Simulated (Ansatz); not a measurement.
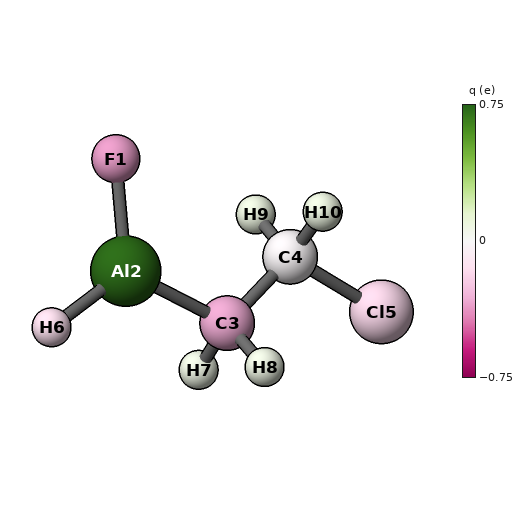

Atoms are coloured by their Mulliken charges. The computed structure is the end point of a PBE-D4/def2-SVP optimisation. No frequency run is at hand to confirm it as a minimum. Level of theory: RKS PBE-D4/def2-SVP (Ansatz 0.2.0).

Which atom carries the highest charge (most positive or least negative)?

Answer. Al2 (0.71 e).

And the lowest?

Answer. F1 (−0.35 e).

List the Mulliken charges.

```json
{"atom": "F1", "value (e)": "−0.35"}
{"atom": "Al2", "value (e)": "0.71"}
{"atom": "C3", "value (e)": "−0.33"}
{"atom": "C4", "value (e)": "−0.02"}
{"atom": "Cl5", "value (e)": "−0.17"}
{"atom": "H6", "value (e)": "−0.14"}
{"atom": "H7", "value (e)": "0.07"}
{"atom": "H8", "value (e)": "0.07"}
{"atom": "H9", "value (e)": "0.08"}
{"atom": "H10", "value (e)": "0.08"}
```

Mulliken values depend strongly on the basis set and can even reverse the polarity of a bond.
